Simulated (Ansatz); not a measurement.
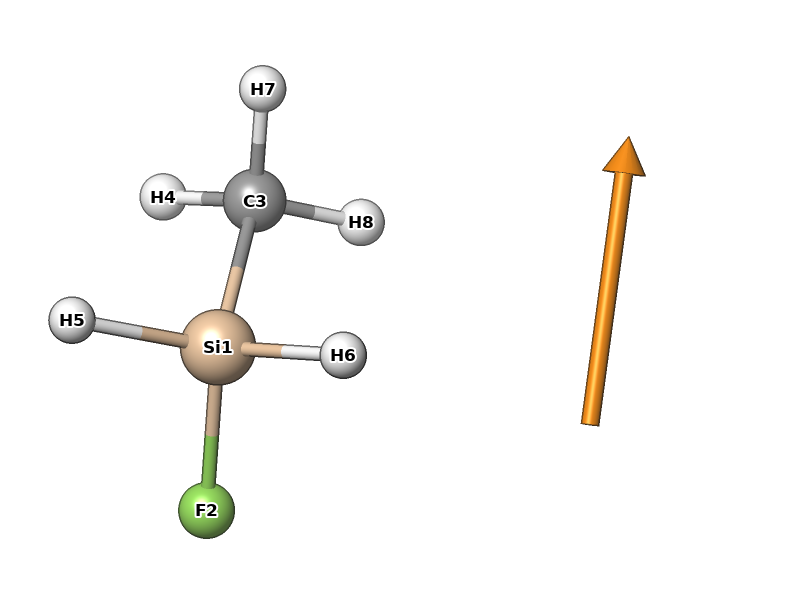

The arrow beside the molecule shows the direction of the dipole moment, from the negative to the positive end (its length means nothing). The geometry was computed by an optimisation with PBE0-D4/def2-TZVP. Level of theory: RKS PBE0-D4/def2-TZVP (Ansatz 0.2.0).

**Estimate the dipole moment.**

1.74 D; it points from the side of F2 to the side of H7 (the outermost atoms at the two ends).
